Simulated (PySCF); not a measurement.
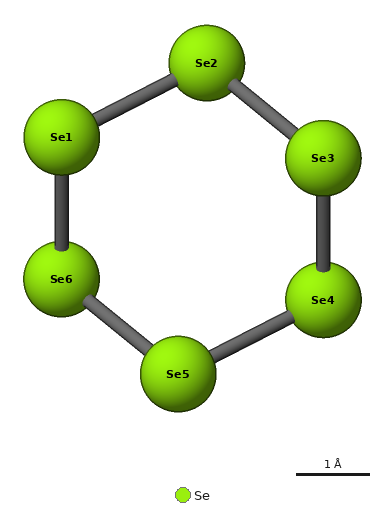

Starting structure of Se$_{6}$. The picture is a ball-and-stick view, seen from a free direction.

The start comes from GFN2-xTB.

These are results of PBE0-D3(BJ)/def2-SVP geometry optimisation, gas phase in PySCF 2.14.0, density-fitted response routines, not measurements.

```xyz
6

Se    1.1004   -1.8373   -0.2497
Se    2.1376    0.1298    0.5018
Se    0.9511    1.7975   -0.6511
Se   -1.0983    1.8409    0.4961
Se   -2.1337   -0.1277   -0.2593
Se   -0.9508   -1.7991    0.8921
```

What does the optimiser find from here?

The largest move after the best rigid fit is that of Se6, 0.035 Å. Near-neighbour distances that change, for instance: Se1–Se2 2.347 → 2.339 Å. Over 8 geometry steps the energy falls by 2.26 kJ/mol. The largest force component goes from 0.15 to 0.024 eV/Å.

Final geometry:

```xyz
6

Se    1.0886   -1.8196   -0.2709
Se    2.1119    0.1292    0.5209
Se    0.9389    1.7724   -0.6640
Se   -1.0865    1.8209    0.5142
Se   -2.1098   -0.1278   -0.2776
Se   -0.9368   -1.7711    0.9073
```
